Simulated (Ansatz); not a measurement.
## A convergence test on PbS (Galena): wavefunction cutoff

How far can the wavefunction cutoff be lowered for the gap of PbS (Galena)?

Calculated with Ansatz 0.2.0; DFT, PBE, plane waves, PAW; PAW set soft_1.

The database entry behind the starting cell differs from later determinations by our own check (about 0.1 % short), so it need not match the best structure at ambient conditions.

### 1. The structure

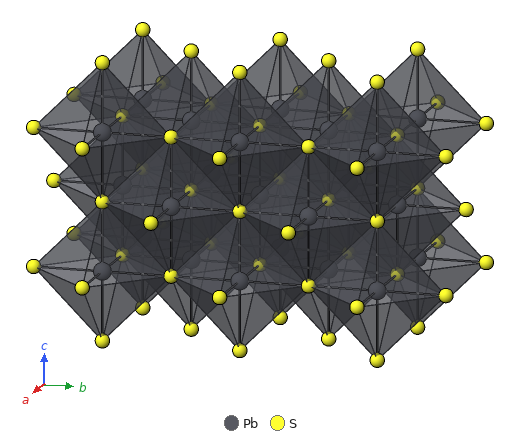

Start, viewed slightly off an axis; lead dark grey, sulfur yellow. 1×2×1 cells are drawn. This picture shows the conventional cell, with its axes. Some periodic images of atoms are drawn too.

The cell and positions come from the Crystallography Open Database and are kept as given unless a step says otherwise. Spin-orbit coupling is left out unless a step names it.

### 2. Wavefunction cutoff: 190 eV

input.yaml

```yaml
crystal:
  lattice:
    - [0.0, 2.96575, 2.96575]
    - [2.96575, 0.0, 2.96575]
    - [2.96575, 2.96575, 0.0]
  atoms:
    - { symbol: Pb, position: [0.0, 0.0, 0.0] }
    - { symbol: S, position: [0.5, 0.5, 0.5] }
kpoints:
  mp_grid: { grid: [6, 6, 6] }
  band_path:
    path:
      - [0.0, 0.0, 0.0]
      - [0.5, 0.0, 0.5]
      - [0.625, 0.25, 0.625]
      - [0.375, 0.375, 0.75]
      - [0.5, 0.5, 0.5]
      - [0.5, 0.25, 0.75]
    npoints: 1
hamiltonian:
  xc: pbe
  pseudopotentials: { kind: paw, azcp: { folder: soft_1 } }
scf:
  occupations: { method: fermi_dirac, width: 0.02 }
  n_extra_bands: 4
  max_iter: 80
output:
  eigenvalues: true
basis:
  ecutwfc: 190.0
```

Command:

```
ansatz run input.yaml --threads 24 --pin off --max-ram 82944MiB --backend cuda --events-out ev --progress --plain --runs-dir out --devices 1 --max-vram 78GiB
```

Numbers of over 12 decimals in the logs are rounded to 6 here.

What it wrote:

```text
Warning: basis.ecutwfc = 190 eV is below the records' recommended 420 eV, and the density's cutoff is lower with it unless basis.ecutrho_ratio is high enough to keep the records' density cutoff: compare with a run at a higher cutoff
scf.n_extra_bands = 4 over 10 filled bands (N_el = 20.0): the run solves 14 bands
GPUs: using 1 of 1 available (devices: 1).
Engine: ansatz 0.2.0, aarch64-unknown-linux-gnu
Pseudopotentials: kind: paw
Pseudopotential: Pb, paw, valence charge 14, recommended cutoff 420 eV (normal), soft_1/Pb.paw.azcp
Pseudopotential: S, paw, valence charge 6, recommended cutoff 420 eV (normal), soft_1/S.paw.azcp
Functional definition: PBE
  parameter kappa = 0.804
  parameter beta = 0.066725
  exchange = pbe_x(kappa = kappa, mu = beta*pi^2/3)
  correlation = pbe_c(beta = beta)
device memory: the entry about to start is reckoned to put 0.6 GiB on a device that reports 180.3 GiB free (of which the cap on the GPU budget leaves the run 78.0 GiB)
GPU FFT provider: cuFFT
GPU libraries: cuBLAS 13.8.1, cuFFT 12.4.0, cuSOLVER 12.3.2
GPU matrix products: emulated (plane waves: as basis.precision tells), large ones in fixed point in workspaces of 1.00 GiB
Crystal: 2 atoms, lattice volume = 52.172 Å³
Basis set: ecut = 190 eV, 331 PW (Γ)
Bands: 14, of which v1, the nominal top of the filled ones, is band 10 counted from 1 (9 counted from 0)
Symmetry: 48 space group operations
Space group: Fm-3m (ITA 225), of the structure as read, at distance tolerance 3.7e-5 Å
k-points: 16 of 216
Non-local potential: Pb, projectors of the file, l = 0: 2, l = 1: 2, l = 2: 2, l = 3: 1
Non-local potential: S, projectors of the file, l = 0: 2, l = 1: 2, l = 2: 1
PAW form: soft (Blöchl's): semilocal exchange-correlation on the pseudo side does not see the compensation charge
PAW one-centre angular grid: Pb, 590 points (default); XC on 64 Gauss nodes
PAW one-centre angular grid: S, 110 points (default); XC on 64 Gauss nodes
Initial density: superposition of atomic densities (chi_scale 0.1, normalization cell, long waves kept (reshape's long-wave potential 0.00 eV rms))
Initial wavefunctions: pseudopotential atomic-orbital guess
GPU buffer pool allocated for 8000 grid points (all kernels)
GPU transforms: local potential and band sums: pruned to the plane-wave sphere, on 18×20×20
Functional: x = pbe(κ = 0.804, μ = 0.219515), c = pbe(β = 0.066725)
SCF iter   1: F=—  HF=-12804.572170 eV  |F-HF|=—  |Δ(HF+E_count)|=         —  Δρ=7.04e-2  dr2=2.46e0  ethr=3.10e-3  ⟨swp⟩=5.5  Hψ=1301  notcnv=0
preconditioner: auto → none  [insulator: Δε(μ)=0.967 eV  Ē_g=15.249 eV  σ=0.020 eV  W_gap=1.00  n_scr=14 (ndim 8)  ℏωp=23.0 eV  f_vac=0.000  D(μ)=0.00/eV (n_scr^D=0)  ε∞_Penn≈3.3]
SCF iter   2: F=—  HF=-12803.813697 eV  |F-HF|=—  |Δ(HF+E_count)|=   7.58e-1  Δρ=2.75e-2  dr2=3.40e-1  ethr=3.10e-3  ⟨swp⟩=3.0  Hψ=632  notcnv=0
SCF iter   3: F=—  HF=-12803.777100 eV  |F-HF|=—  |Δ(HF+E_count)|=   3.66e-2  Δρ=5.98e-3  dr2=1.38e-2  ethr=1.70e-3  ⟨swp⟩=3.0  Hψ=486  notcnv=0
SCF iter   4: F=—  HF=-12803.778634 eV  |F-HF|=—  |Δ(HF+E_count)|=   1.53e-3  Δρ=4.48e-4  dr2=7.90e-5  ethr=6.88e-5  ⟨swp⟩=2.4  Hψ=349  notcnv=0
SCF iter   5: F=—  HF=-12803.778605 eV  |F-HF|=—  |Δ(HF+E_count)|=   2.87e-5  Δρ=4.90e-5  dr2=7.39e-7  ethr=3.95e-7  ⟨swp⟩=2.4  Hψ=335  notcnv=0
SCF iter   6: F=-12803.778606 eV  HF=-12803.778606 eV  |F-HF|=1.59e-8  |Δ(HF+E_count)|=   8.57e-7  Δρ=3.75e-6  dr2=3.78e-9  ethr=5.00e-10  ⟨swp⟩=4.3  Hψ=938  notcnv=0
SCF 1 converged in 6 iterations: F = -12803.778606 eV  dr2 = 3.78e-9
[...]
device memory: the entry about to start is reckoned to put 1.2 GiB on a device that reports 182.5 GiB free (of which the cap on the GPU budget leaves the run 78.0 GiB)
NSCF: frozen V_eff on 6 k-points
SCF converged after 6 iterations
Free energy (F): -12803.778606 eV
Harris-Foulkes:  -12803.778606 eV  (|F-HF|=1.59e-8)
Internal energy: -12803.778606 eV  (E = F + TS)
E sigma→0 (E₀):  -12803.778606 eV
Fermi energy:    8.886981 eV
--- Per-component energies (eV) ---
  E_band       = -61.570319
  E_kinetic    = 421.721597
  E_local      = -1168.390549  (includes V_loc(G=0)·N_el)
  E_nonlocal   = 310.171519
  E_hartree    = 430.843371
  E_xc         = -302.560395
  E_vxc        = -230.269836  (∫ρ·V_xc dr)
  E_paw        = -10982.208461  (= ΣΔE_a)
  E_vpaw       = -256.490842  (= ΣTr[D̂ρ^β])
  E_aug_tail   = 0.000716  (compensation charges beyond the density's cutoff)
  E_ewald      = -1513.356403
  E_smearing   = -0.000000  (= −TS)
  E_closure    = -0.000000  (closes the sum)
  Σ components = -12803.778606   (vs F -12803.778606, Δ=0.00e0)
--- Band table (eV; the first three rows and the last of 16) ---
  k-point 0: bands = [... 6 lower, 2.3849, 6.5186, 6.5186, 6.5186, 14.0625, 14.0625, 14.0625, 15.4490]
  k-point 1: bands = [... 6 lower, 1.6840, 6.6104, 6.6104, 7.0402, 12.2257, 12.9531, 12.9531, 15.3852]
  k-point 2: bands = [... 6 lower, 0.2964, 6.7947, 6.7947, 7.8884, 10.2443, 11.5245, 11.5245, 16.0658]
  k-point 15: bands = [... 6 lower, 0.4988, 3.9088, 4.7615, 6.8713, 12.1240, 13.0097, 13.8923, 15.7242]
```

The job ended after 1.7 s (1 × NVIDIA GB200 (shared by 2 runs) with 24 threads of Arm Neoverse V2, shared host; peak memory 1.1 GiB; 1.7 s of CPU time).

This step gave:

```yaml
gap: 0.7806 eV
valence_top_at: L
conduction_bottom_at: L
least_direct_gap: 0.7806 eV
```

The gap is direct, at (0.500, 0.500, 0.500).

### 3. Wavefunction cutoff: 290 eV

input.yaml, as its differences from that of step 2:

```diff
@@ -23,3 +23,3 @@
 scf:
-  occupations: { method: fermi_dirac, width: 0.02 }
+  occupations: { method: fixed }
   n_extra_bands: 4
@@ -29,2 +29,2 @@
 basis:
-  ecutwfc: 190.0
+  ecutwfc: 290.0
```

What it wrote:

```text
[...]
GPUs: using 1 of 1 available (devices: 1).
[...]
GPU FFT provider: cuFFT
GPU libraries: cuBLAS 13.8.1, cuFFT 12.4.0, cuSOLVER 12.3.2
[...]
Crystal: 2 atoms, lattice volume = 52.172 Å³
Basis set: ecut = 290 eV, 561 PW (Γ)
Bands: 14, of which v1, the nominal top of the filled ones, is band 10 counted from 1 (9 counted from 0)
Symmetry: 48 space group operations
[...]
Fermi energy:    8.562927 eV
[...]
--- Band table (eV; the first three rows and the last of 16) ---
  k-point 0: bands = [... 6 lower, 2.5300, 6.3946, 6.3946, 6.3946, 13.8008, 13.8008, 13.8008, 15.3000]
  k-point 1: bands = [... 6 lower, 1.7816, 6.4670, 6.4670, 6.9448, 11.9936, 12.5969, 12.5969, 15.2462]
  k-point 2: bands = [... 6 lower, 0.4371, 6.6561, 6.6561, 7.8335, 10.0464, 11.1366, 11.1366, 15.9373]
  k-point 15: bands = [... 6 lower, 0.7733, 3.7372, 4.5967, 6.7619, 11.7438, 12.8279, 13.6712, 15.4519]
[key lines of the parts left out:]
SCF converged after 7 iterations
Free energy (F): -12811.881041 eV
```

Wall time 1.6 s (1 × NVIDIA GB200 (shared by 2 runs) with 24 threads); peak memory 1.1 GiB; 1.6 s of CPU time.

This step gave:

```yaml
gap: 0.3836 eV
valence_top_at: L
conduction_bottom_at: L
least_direct_gap: 0.3836 eV
```

The gap is 0.384 eV, −0.397 eV from the run before at this level.

### 4. Wavefunction cutoff: 420 eV (the default)

input.yaml, the sections that differ from step 3:

```yaml
kpoints:
  mp_grid: { grid: [6, 6, 6] }
  band_path:
    path:
      - [[0.0, 0.0, 0.0], [0.5, 0.0, 0.5], [0.625, 0.25, 0.625]]
      - [[0.375, 0.375, 0.75], [0.0, 0.0, 0.0], [0.5, 0.5, 0.5], [0.5, 0.25, 0.75], [0.5, 0.0, 0.5]]
    npoints: 10
scf:
  occupations: { method: fermi_dirac, width: 0.02 }
  n_extra_bands: 4
# crystal, hamiltonian, output: as in step 3
# basis: removed
```

What it wrote:

```text
[...]
GPUs: using 1 of 1 available (devices: 1).
[...]
GPU FFT provider: cuFFT
GPU libraries: cuBLAS 13.8.1, cuFFT 12.4.0, cuSOLVER 12.3.2
[...]
Crystal: 2 atoms, lattice volume = 52.172 Å³
Basis set: ecut = 420 eV, 965 PW (Γ)
Bands: 14, of which v1, the nominal top of the filled ones, is band 10 counted from 1 (9 counted from 0)
Symmetry: 48 space group operations
[...]
Fermi energy:    8.747921 eV
[...]
--- Band table (eV; the first three rows and the last of 16) ---
  k-point 0: bands = [... 6 lower, 2.5299, 6.3906, 6.3906, 6.3906, 13.7847, 13.7847, 13.7847, 15.2683]
  k-point 1: bands = [... 6 lower, 1.7801, 6.4642, 6.4642, 6.9416, 11.9816, 12.5835, 12.5835, 15.2326]
  k-point 2: bands = [... 6 lower, 0.4375, 6.6541, 6.6541, 7.8314, 10.0392, 11.1237, 11.1237, 15.9280]
  k-point 15: bands = [... 6 lower, 0.7763, 3.7339, 4.5933, 6.7597, 11.7311, 12.8180, 13.6648, 15.4395]
[key lines of the parts left out:]
SCF converged after 6 iterations
Free energy (F): -12811.978533 eV
```

The job ended after 1.8 s (1 × NVIDIA GB200 (shared by 2 runs) with 24 threads; peak memory 1 GiB; 1.8 s of CPU time).

This step gave:

```
gap                  : 0.3666 eV
valence top at       : L
conduction bottom at : L
least direct gap     : 0.3666 eV
```

The gap is 0.367 eV, −0.017 eV from the run before at this level.

### 5. Wavefunction cutoff: 630 eV

input.yaml, the sections that differ from step 4:

```yaml
kpoints:
  mp_grid: { grid: [6, 6, 6] }
  band_path:
    path:
      - [0.0, 0.0, 0.0]
      - [0.5, 0.0, 0.5]
      - [0.625, 0.25, 0.625]
      - [0.375, 0.375, 0.75]
      - [0.5, 0.5, 0.5]
      - [0.5, 0.25, 0.75]
    npoints: 1
scf:
  occupations: { method: fixed }
  n_extra_bands: 4
  max_iter: 80
basis:
  ecutwfc: 630.0
# crystal, hamiltonian, output: as in step 4
```

What it wrote:

```text
[...]
GPUs: using 1 of 1 available (devices: 1).
[...]
GPU FFT provider: cuFFT
GPU libraries: cuBLAS 13.8.1, cuFFT 12.4.0, cuSOLVER 12.3.2
[...]
Crystal: 2 atoms, lattice volume = 52.172 Å³
Basis set: ecut = 630 eV, 1893 PW (Γ)
Bands: 14, of which v1, the nominal top of the filled ones, is band 10 counted from 1 (9 counted from 0)
Symmetry: 48 space group operations
[...]
Fermi energy:    8.564301 eV
[...]
--- Band table (eV; the first three rows and the last of 16) ---
  k-point 0: bands = [... 6 lower, 2.5295, 6.3905, 6.3905, 6.3905, 13.7846, 13.7846, 13.7846, 15.2670]
  k-point 1: bands = [... 6 lower, 1.7798, 6.4641, 6.4641, 6.9415, 11.9814, 12.5832, 12.5832, 15.2318]
  k-point 2: bands = [... 6 lower, 0.4372, 6.6540, 6.6540, 7.8311, 10.0390, 11.1233, 11.1233, 15.9274]
  k-point 15: bands = [... 6 lower, 0.7759, 3.7338, 4.5932, 6.7595, 11.7309, 12.8176, 13.6646, 15.4391]
[key lines of the parts left out:]
SCF converged after 7 iterations
Free energy (F): -12811.980003 eV
```

It took 1.7 s on 1 × NVIDIA GB200 (shared by 2 runs) with 24 threads; peak memory 1 GiB.

This step gave:

- gap: 0.3667 eV
- valence top at: L
- conduction bottom at: L
- least direct gap: 0.3667 eV

The gap is 0.367 eV, as in the run before at this level.

### 6. The series

Differences are against the last row; a negative gap means that bands overlap, and a run with a band path holds that path's time. Times are wall times on 1 × NVIDIA GB200 (shared by 2 runs) with 24 threads of Arm Neoverse V2, shared host, good to a factor of about two.

```
wavefunction cutoff  gap (eV)  direct gap (eV)  gap error (eV)  energy error (meV/atom)  irreducible k   time
             190 eV     0.781            0.781          +0.414                  +4100.7             16  1.7 s
             290 eV     0.384            0.384          +0.017                    +49.5             16  1.6 s
             420 eV     0.367            0.367         −0.0001                     +0.7             16  1.8 s
             630 eV     0.367            0.367          +0.000                     +0.0             16  1.7 s
```

### 7. Summary of results

```json
{
 "190 eV": "0.781 eV",
 "290 eV": "0.384 eV",
 "420 eV": "0.367 eV",
 "630 eV": "0.367 eV"
}
```

The gap holds to 0.02 eV from 290 eV on. At 190 eV the gap is off by +0.414 eV and the energy by +4101 meV/atom.

[Paths, hosts, dates, memory and timing lines, banners, echoed tables and standing remarks are left out of the program output.]

[Logs are printed without paths, hosts, clocks, repeated set-up lines and the standing remarks that a program may print on its own settings, such as how far it seeks lower states.]

[Runs of the session that timed out or met a known fault of the program may be left out.]

[Cells called generated may have been cut or substituted from an entry of the Crystallography Open Database or the Materials Project.]

[No measured gap is set beside runs whose start may be inverted or whose files or cutoffs have a known fault.]

[Hosts, paths, dates, database ids (printed as entryN), source tags and the programs' standing remarks are cut or masked in the printed files.]
